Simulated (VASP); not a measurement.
Band structure of CrB (space group I4_1/amd). Calculation: PBEsol GGA, VASP's PBE PAW potentials (set 64) (plane waves; VASP).

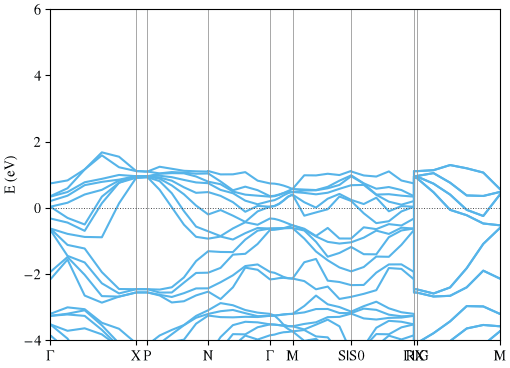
Bands along high-symmetry lines, zero at the valence-band maximum or, without a gap, the Fermi level

Q: Read the plot: is there a gap, and where are the band edges?

A: It has no gap at this level: it comes out as a metal or semimetal.

The structure comes from a computed database's CrB entry; how it stands against other phases isn't given here. The cell was not relaxed at this level. The k-mesh is coarse (spacing up to 0.44 per Å, 2π included), so the numbers may not be converged in it. The run is not spin-polarised, so no magnetic state was tried.
